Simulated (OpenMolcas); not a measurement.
# BSiH4OF (SMILES FBO[SiH3]): a chain of runs

Aim: the energy (HF/ANO-R0), then the energy (CASSCF(2,2)/ANO-R1), then the energy along one coordinate (CASPT2(2,2)/ANO-R1), then the energy along one coordinate (SC-NEVPT2(2,2)/ANO-R1), then an energy scan (MC-PDFT[tPBE](2,2)/ANO-R1) of BSiH4OF. 

Program for the calculation: OpenMolcas 26.06.

### 1 The structure to begin with

The species is BSiH4OF (8 atoms), meant as a singlet with charge 0. SMILES: `FBO[SiH3]`. The coordinates come from a PBE0-D4/def2-TZVP relaxation. This is one conformer, not always the lowest.

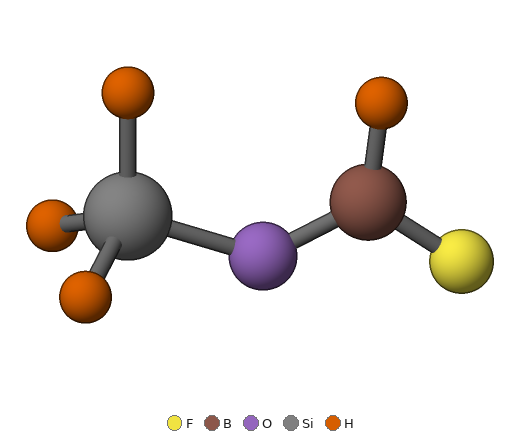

Viewed from a chosen angle; fluorine yellow, boron brown, oxygen purple, silicon grey, hydrogen orange.

### 2 The energy at HF/ANO-R0 (sfX2C) (run 1)

input.xyz

```xyz
8

F     -1.599400    -1.699200     1.426100
B     -0.685400    -0.787600     1.133000
O     -0.487500    -0.477100    -0.157600
Si     0.521000     0.572800    -0.945400
H     -0.075300    -0.278500     2.029800
H     -0.317100     1.531000    -1.702400
H      1.370700     1.295700     0.034600
H      1.365000    -0.214300    -1.873700
```

step1.input

```
&GATEWAY
  Coord=input.xyz
  Basis=ANO-R0
  Group=NoSym

&SEWARD

&SCF
  PrOrbitals=0

&LOCALISATION
  Occupied
  Freeze
  Pipek-Mezey

&LOCALISATION
  FileOrb=$Project.LocOrb
  Virtual
  Pipek-Mezey
```

The run is started by

```sh
$ export MOLCAS_MEM=1860
$ pymolcas step1.input > step1.log
```

What it wrote:

```text
--- Start Module: gateway ---
[...]
--- Stop Module: gateway /rc=_RC_ALL_IS_WELL_ ---
[...]
      Basis functions           28
[...]
       Convergence after  11 Iterations
[...]
::    Total SCF energy                               -490.4430667873
[...]
      Total spin, S                                     0.0000000000
[...]
      Total electronic charge=   40.000000
      Total            charge=   -0.000000
[...]
      Dipole Moment (debye):
      Origin of the operator (angstrom)=   -0.3691   -0.3872    0.1163
                   X= -2.1362E-01               Y= -1.3498E-01               Z= -7.9425E-01           Total=  8.3348E-01
      Quadrupole Moment (debye*angstrom):
[...]
--- Start Module: localisation ---
[...]
--- Stop Module: localisation /rc=_RC_ALL_IS_WELL_ ---
--- Start Module: localisation ---
[...]
--- Stop Module: localisation /rc=_RC_ALL_IS_WELL_ ---
[...]
```

It took 2.4 s on 1 thread of Arm Neoverse V2, shared host; peak memory 0.38 GiB.

### 3 The energy at CASSCF(2,2)/ANO-R1 (sfX2C, RICD fitting) (run 2)

input.xyz is that of step 2.

step2.inp

```
&GATEWAY
 Coord
 input.xyz
 Basis
 ANO-R0
 Group
 NoSym

&SEWARD

&RASSCF
 FileOrb
 $CurrDir/step1.LocOrb
 Alter
 2
 1 17 20
 1 21 25
 Spin
 1
 Nactel
 2 0 0
 Inactive
 19
 Ras2
 2
 OrbListing
 Nothing
>>> COPY $Project.RunFile RUNFIL1
>>> COPY $Project.RasOrb INPORB

&GATEWAY
 Coord
 input.xyz
 Basis
 ANO-R1
 Group
 NoSym
 RICD

&SEWARD
>>> COPY $Project.RunFile RUNFIL2

&EXPBAS

&RASSCF
 FileOrb
 $Project.ExpOrb
 Spin
 1
 Nactel
 2 0 0
 Inactive
 19
 Ras2
 2
 OrbListing
 Nothing
```

The run is started by

```sh
$ export MOLCAS_MEM=1860
$ pymolcas step2.inp > step2.log
```

What it wrote:

```text
--- Start Module: gateway ---
[...]
--- Stop Module: gateway /rc=_RC_ALL_IS_WELL_ ---
[...]
      Basis functions           28
[...]
      Number of active orbitals                  2
[...]
      Spin quantum number                      0.0
[...]
      Active orbitals                            2
[...]
      Number of CSFs                             3
[...]
      Number of root(s) required                 1
[...]
      Convergence after 13 iterations
[...]
      printout of CI-coefficients larger than  0.05 for root  1
      energy=    -490.458676
      conf/sym  11     Coeff  Weight
             1  20   0.99455 0.98913
             3  02  -0.10426 0.01087
      Natural orbitals and occupation numbers for root  1
      sym 1:   1.978258   0.021742
      ************************************************************************************************************************
      *                                                    Final results                                                     *
[...]
::    RASSCF root number  1 Total energy:   -490.45867618
[...]
      Basis functions           80
[...]
--- Start Module: expbas ---
[...]
--- Stop Module: expbas /rc=_RC_ALL_IS_WELL_ ---
--- Start Module: rasscf ---
[...]
      Convergence after 20 iterations
[...]
      Natural orbitals and occupation numbers for root  1
      sym 1:   1.986810   0.013190
      ************************************************************************************************************************
      *                                                    Final results                                                     *
[...]
::    RASSCF root number  1 Total energy:   -491.23851384
[...]
      Total electronic charge=   40.000000
      Total            charge=   -0.000000
[...]
      Dipole Moment (debye):
      Origin of the operator (angstrom)=   -0.3691   -0.3872    0.1163
                   X=  1.3820E+00               Y=  1.3704E+00               Z= -3.5900E-01           Total=  1.9791E+00
      Quadrupole Moment (debye*angstrom):
[...]
--- Stop Module: rasscf /rc=_RC_ALL_IS_WELL_ ---
[...]
```

Run time: 8.4 s. Hardware: 1 thread of Arm Neoverse V2, shared host; peak memory 0.38 GiB.

### 4 An energy scan at CASPT2(2,2)/ANO-R1 (sfX2C, RICD fitting, ipea shift 0.25 Eh, pt2 variant SS) (run 3)

step3.inp

```
>>> COPY $CurrDir/step2.RasOrb $Project.RasOrb
>>> ForEach K in (1, 2, 3, 4, 5, 6, 7, 8, 9)
&gateway
coord
$CurrDir/point$K.xyz
basis
ANO-R1
group
NoSym
ricd
&seward
&rasscf
fileorb
$Project.RasOrb
spin
1
nactel
2 0 0
inactive
19
ras2
2
orblisting
Nothing
&caspt2
imaginary
0.2
frozen
8
>>> EndDo
```

The run is started by

```sh
$ export MOLCAS_MEM=1860
$ pymolcas step3.inp > step3.log
```

What it wrote, shortened:

```text
[...]
      Basis functions           80
[...]
      Number of active orbitals                  2
[...]
      Spin quantum number                      0.0
[...]
      Active orbitals                            2
[...]
      Number of CSFs                             3
[...]
      Number of root(s) required                 1
[...]
      Convergence after 18 iterations
[...]
      Natural orbitals and occupation numbers for root  1
      sym 1:   1.990177   0.009823
      ************************************************************************************************************************
      *                                                    Final results                                                     *
[...]
::    RASSCF root number  1 Total energy:   -491.21471477
[...]
      E2 (Variational):          -0.5448282479
[...]
::    CASPT2 Root  1     Total energy:   -491.75954302
[...]
      Convergence after 16 iterations
[...]
      Natural orbitals and occupation numbers for root  1
      sym 1:   1.986819   0.013181
      ************************************************************************************************************************
      *                                                    Final results                                                     *
[...]
      Convergence after 20 iterations
[...]
      Natural orbitals and occupation numbers for root  1
      sym 1:   1.723642   0.276358
      ************************************************************************************************************************
      *                                                    Final results                                                     *
[...]
      Convergence after 14 iterations
[...]
      Natural orbitals and occupation numbers for root  1
      sym 1:   1.343772   0.656228
      ************************************************************************************************************************
      *                                                    Final results                                                     *
[...]
      Convergence after 13 iterations
[...]
::    RASSCF root number  1 Total energy:   -491.06961241
[...]
::    CASPT2 Root  1     Total energy:   -491.58879202
[...]
      Convergence after 11 iterations
[...]
::    RASSCF root number  1 Total energy:   -491.06931461
[...]
      E2 (Variational):          -0.5182192894
[...]
::    CASPT2 Root  1     Total energy:   -491.58753390
[...]
```

Wall time 52 s (1 thread of Arm Neoverse V2, shared host); peak memory 0.086 GiB.

The scan, from its lowest point:

```
Si4–O3 (Å)  energy (kJ/mol)
     1.490             64.8
     1.655              0.0
     1.821             27.4
     2.069            129.6
     2.400            279.4
     2.814            425.7
     3.311            497.7
     3.973            513.1
     4.966            516.4
```

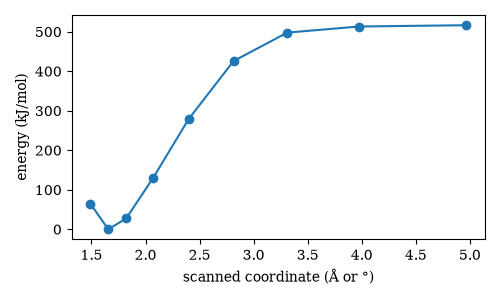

Energy along the scan.

### 5 The energy along one coordinate at SC-NEVPT2(2,2)/ANO-R1 (sfX2C, RICD fitting, pt2 variant SC-NEVPT2) (run 4)

step4.inp

```
* BFH4OSi NEVPT2
>>> COPY $CurrDir/step2.RasOrb $Project.RasOrb
>>> ForEach K in (1, 2, 3, 4, 5, 6, 7, 8, 9)

&gateway
  coord
  $CurrDir/point$K.xyz
  basis
  ANO-R1
  group
  NoSym
  ricd

&seward

&rasscf
  fileorb
  $Project.RasOrb
  spin
  1
  nactel
  2 0 0
  inactive
  19
  ras2
  2
  orblisting
  Nothing

&caspt2
  sc-nevpt2
  frozen
  8
>>> EndDo
```

The run is started by

```sh
$ export MOLCAS_MEM=1860
$ pymolcas step4.inp > step4.log
```

What it wrote, shortened:

```text
[...]
      Basis functions           80
[...]
      Number of active orbitals                  2
[...]
      Spin quantum number                      0.0
[...]
      Active orbitals                            2
[...]
      Number of CSFs                             3
[...]
      Number of root(s) required                 1
[...]
      Convergence after 18 iterations
[...]
      Natural orbitals and occupation numbers for root  1
      sym 1:   1.990177   0.009823
      ************************************************************************************************************************
      *                                                    Final results                                                     *
[...]
::    RASSCF root number  1 Total energy:   -491.21471477
[...]
      E2 (Variational):          -0.5429904477
[...]
::    SC-NEVPT2 Root  1     Total energy:   -491.75759459
[...]
      Convergence after 16 iterations
[...]
      Natural orbitals and occupation numbers for root  1
      sym 1:   1.986819   0.013181
      ************************************************************************************************************************
      *                                                    Final results                                                     *
[...]
      Convergence after 20 iterations
[...]
      Natural orbitals and occupation numbers for root  1
      sym 1:   1.723642   0.276358
      ************************************************************************************************************************
      *                                                    Final results                                                     *
[...]
      Convergence after 14 iterations
[...]
      Natural orbitals and occupation numbers for root  1
      sym 1:   1.343772   0.656228
      ************************************************************************************************************************
      *                                                    Final results                                                     *
[...]
      Convergence after 13 iterations
[...]
::    RASSCF root number  1 Total energy:   -491.06961241
[...]
::    SC-NEVPT2 Root  1     Total energy:   -491.58438445
[...]
      Convergence after 11 iterations
[...]
::    RASSCF root number  1 Total energy:   -491.06931461
[...]
      E2 (Variational):          -0.5139681940
[...]
::    SC-NEVPT2 Root  1     Total energy:   -491.58328280
[...]
```

Run time: 50 s. Hardware: 1 thread of Arm Neoverse V2, shared host; peak memory 0.086 GiB.

The scan, from its lowest point:

```
Si4–O3 (Å)  energy (kJ/mol)
     1.490             67.3
     1.655              0.0
     1.821             24.4
     2.069            122.5
     2.400            270.6
     2.814            428.6
     3.311            507.1
     3.973            522.1
     4.966            525.0
```

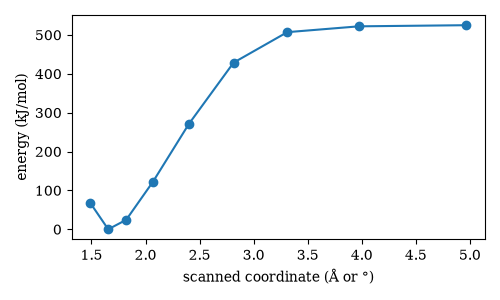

Energy along the scan.

### 6 The energy along one coordinate at MC-PDFT[tPBE](2,2)/ANO-R1 (sfX2C, RICD fitting) (run 5)

step5.inp

```
>>> COPY $CurrDir/step2.RasOrb $Project.RasOrb
>>> ForEach K in (1, 2, 3, 4, 5, 6, 7, 8, 9)

&GATEWAY
  Coord=$CurrDir/point$K.xyz
  Basis=ANO-R1
  Group=NoSym
  RICD

&SEWARD

&RASSCF
  FileOrb=$Project.RasOrb
  Spin=1
  Nactel=2 0 0
  Inactive=19
  Ras2=2
  OrbListing=Nothing

&MCPDFT
  KSDFT=T:PBE
>>> EndDo
```

The run is started by

```sh
$ export MOLCAS_MEM=1860
$ pymolcas step5.inp > step5.log
```

What it wrote, shortened:

```text
--- Start Module: gateway ---
[...]
      Basis functions           80
[...]
      Number of active orbitals                  2
[...]
      Spin quantum number                      0.0
[...]
      Active orbitals                            2
[...]
      Number of CSFs                             3
[...]
      Number of root(s) required                 1
[...]
      Convergence after 18 iterations
[...]
      Natural orbitals and occupation numbers for root  1
      sym 1:   1.990177   0.009823
      ************************************************************************************************************************
      *                                                    Final results                                                     *
[...]
::    RASSCF root number  1 Total energy:   -491.21471477
[...]
::    MCPDFT root number  1 Total energy:   -492.33568027
[...]
      Convergence after 16 iterations
[...]
      Natural orbitals and occupation numbers for root  1
      sym 1:   1.986819   0.013181
      ************************************************************************************************************************
      *                                                    Final results                                                     *
[...]
      Convergence after 20 iterations
[...]
      Natural orbitals and occupation numbers for root  1
      sym 1:   1.723642   0.276358
      ************************************************************************************************************************
      *                                                    Final results                                                     *
[...]
      Convergence after 14 iterations
[...]
      Natural orbitals and occupation numbers for root  1
      sym 1:   1.343772   0.656228
      ************************************************************************************************************************
      *                                                    Final results                                                     *
[...]
      Convergence after 13 iterations
[...]
::    RASSCF root number  1 Total energy:   -491.06961241
[...]
::    MCPDFT root number  1 Total energy:   -492.16094851
[...]
      Convergence after 11 iterations
[...]
::    RASSCF root number  1 Total energy:   -491.06931461
[...]
      Total electronic charge=   40.000000
      Total            charge=   -0.000000
[...]
::    MCPDFT root number  1 Total energy:   -492.15969670
[...]
```

It took 56 s on 1 thread of Arm Neoverse V2, shared host; peak memory 0.086 GiB.

The scan, from its lowest point:

```
Si4–O3 (Å)  energy (kJ/mol)
     1.490             65.0
     1.655              0.0
     1.821             25.5
     2.069            122.5
     2.400            261.7
     2.814            407.2
     3.311            502.6
     3.973            523.8
     4.966            527.1
```

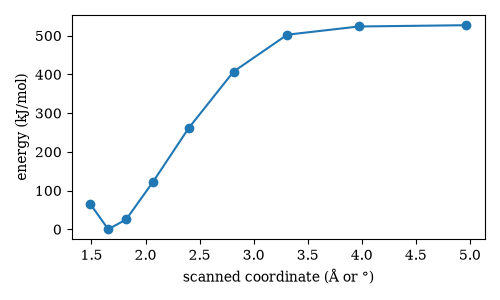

Energy along the scan.

### 7 Results

| quantity | value |
| --- | --- |
| run 1, HF/ANO-R0: total energy | -490.44307 Eh |
| run 1, HF/ANO-R0: dipole moment | 0.83 D |
| run 1, HF/ANO-R0: HOMO energy | -12.85 eV |
| run 1, HF/ANO-R0: LUMO energy | 2.43 eV |
| run 1, HF/ANO-R0: HOMO–LUMO gap | 15.28 eV |
| run 2, CASSCF(2,2)/ANO-R1: total energy | -491.23851 Eh |
| run 2, CASSCF(2,2)/ANO-R1: dipole moment (CASSCF density) | 1.98 D |
| run 3, CASPT2(2,2)/ANO-R1: lowest energy of the scan | -491.78424 Eh |
| run 4, SC-NEVPT2(2,2)/ANO-R1: lowest energy of the scan | -491.78324 Eh |
| run 5, MC-PDFT[tPBE](2,2)/ANO-R1: lowest energy of the scan | -492.36045 Eh |

In words: Mulliken charges (run 1, HF/ANO-R0) run from -0.39 on O3 to +0.42 on Si4.
